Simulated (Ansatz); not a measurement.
Cost and result by functional for the surface energy of the (110) surface of fluorite-type CoSi2 in its 1x1 cell (cut with top plane Co + 2 Si, bottom plane Co + 2 Si), outermost plane spacing 1.90 Å in the ideal cut, in Ansatz (plane waves, PAW). Single points on the PBE structure, on one kind of machine; costs are rough ratios of the slab run's core time (references not counted) to the cheapest single point. r2SCAN's cost holds its higher cutoff (500 against 420 eV). Differences are taken against r2SCAN for comparison alone: no measured value is at hand, so the table doesn't rank accuracy.

Slab: 21 atoms, Co7Si14, 11.4 Å thick at the start; k 10x7x1, smearing 0.1 eV, dipole-corrected; all atoms relaxed; symmetry of the start imposed; no spin (magnetic order not tried), no spin-orbit, no U. These notes are the PBE run's.

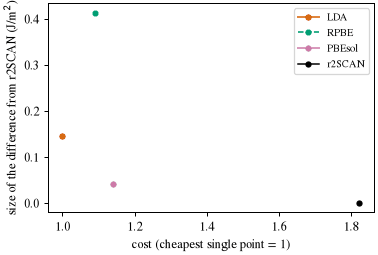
*Difference from r2SCAN against cost*

```json
[
 {"functional": "LDA", "relative cost": "1", "surface energy (J/m²)": "2.07", "less r2SCAN (J/m²)": "0.15"},
 {"functional": "RPBE", "relative cost": "1", "surface energy (J/m²)": "1.51", "less r2SCAN (J/m²)": "-0.41"},
 {"functional": "PBEsol", "relative cost": "1", "surface energy (J/m²)": "1.97", "less r2SCAN (J/m²)": "0.04"},
 {"functional": "r2SCAN", "relative cost": "2", "surface energy (J/m²)": "1.93", "less r2SCAN (J/m²)": "0.00"},
 {"functional": "PBE (the relaxed run's value)", "relative cost": "–", "surface energy (J/m²)": "1.68", "less r2SCAN (J/m²)": "-0.24"}
]
```

The values span 0.56 J/m², while the single points' costs differ by a factor of roughly 2. Differences are of unrounded values.

Ansatz is an electronic-structure program.
